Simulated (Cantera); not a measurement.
Feed: 1 mol CH₃F, equilibrated at 75.0 Torr.

These are equilibrium values from Cantera (NASA tables, ideal gas, pure condensed phases), not measurements of a reactor. Candidate condensed phases: C, C₆H₆, C₇H₈, C₈H₁₈; 95 gas species. The numbers say what is thermodynamically allowed, not how fast it happens.

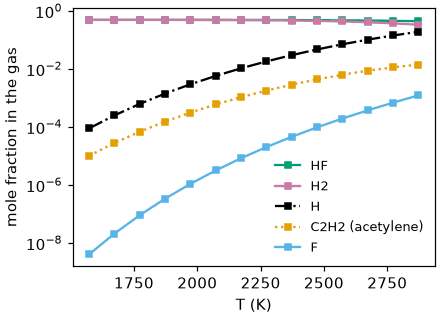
Figure: Equilibrium gas composition (values under 1e-9 drawn at 1e-9)

From 1573 K to 2873 K the condensed part is C(graphite). The main C-bearing gas is CH₄ at 1573 K and C₂H₂ (acetylene) at 2873 K.
